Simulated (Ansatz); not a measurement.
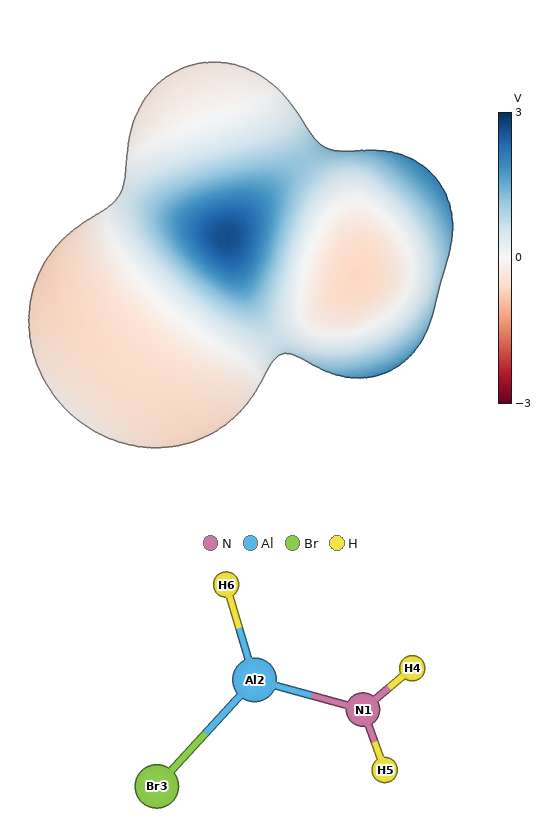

Figure 1: AlBrH3N (SMILES [NH2][AlH][Br]). The electrostatic potential painted on the density surface at 0.002 e/bohr³, seen across its widest extent; the colour scale runs from red (negative) to blue (positive). The bare structure is drawn below in the same view.

Theory: Ansatz, RKS B3LYP-D4/def2-mTZVP.

```tsv
atom	x (Å)	y (Å)	z (Å)
N	-0.9222	-0.2059	-0.5815
Al	0.2979	-0.2420	0.6921
Br	1.7016	-2.0315	0.7298
H	-1.6033	0.5318	-0.7026
H	-1.0406	-0.9148	-1.2928
H	0.4173	0.9024	1.7559
```

Question: Describe the electrostatic potential map.

Answer: The most negative region (about −0.6 V, or −14 kcal/mol for a unit charge) lies over N1 and Br3, the most positive (about +2.6 V, or +60 kcal/mol for a unit charge) over Al2.
